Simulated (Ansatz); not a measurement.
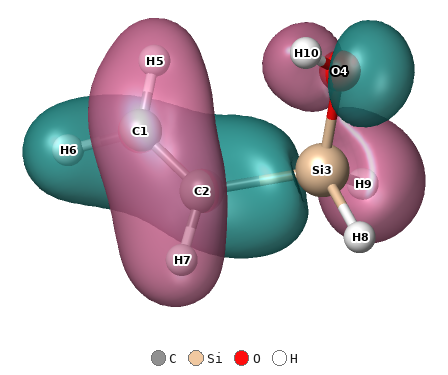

Figure 1: C₂H₆OSi. The HOMO−1 at ±0.08 Å⁻³ᐟ² (teal and pink are the two phases), seen at a tilt.

All numbers below come from Ansatz, SCF PBE, Gaussian basis.

```xyz
10

C     0.3883    1.3317   -0.8383
C     0.2881    0.7571    0.3376
Si   -0.5465   -0.8441    0.6893
O    -0.3005   -1.8706   -0.5886
H    -0.1194    0.9531   -1.7601
H     0.8427    2.3497   -0.9576
H     0.7866    1.2221    1.2063
H     0.1939   -1.4496    1.8604
H    -1.9423   -0.6250    1.0531
H     0.4923   -1.8758   -0.9992
```

Question: Describe this orbital and give its energy.

Answer: By Hirshfeld shares it lies mainly on C2 (about 35 %), C1 (about 25 %), Si3 (about 10 %), O4 (about 10 %) and H9 (about 5 %). Its energy is −7.11 eV.
